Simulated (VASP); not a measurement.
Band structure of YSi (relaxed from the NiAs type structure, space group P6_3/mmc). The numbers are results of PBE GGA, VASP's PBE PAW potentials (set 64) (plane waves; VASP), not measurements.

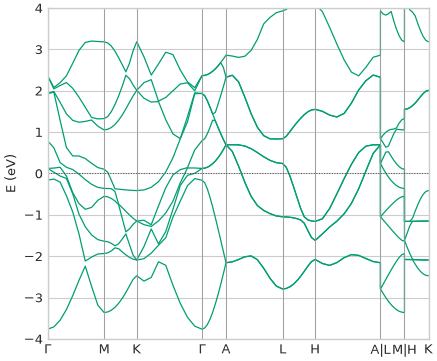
Bands along high-symmetry lines, zero at the valence-band maximum or, without a gap, the Fermi level

**Question.** Read the plot: is there a gap, and where are the band edges?

**Answer.** It has no gap at this level: it comes out as a metal or semimetal. (Edges off the drawn lines would not show.)

The structure was generated: YSi was put into the NiAs type type (P6_3/mmc), which need not be its known phase. It was relaxed first, which changed the volume by -24 %.
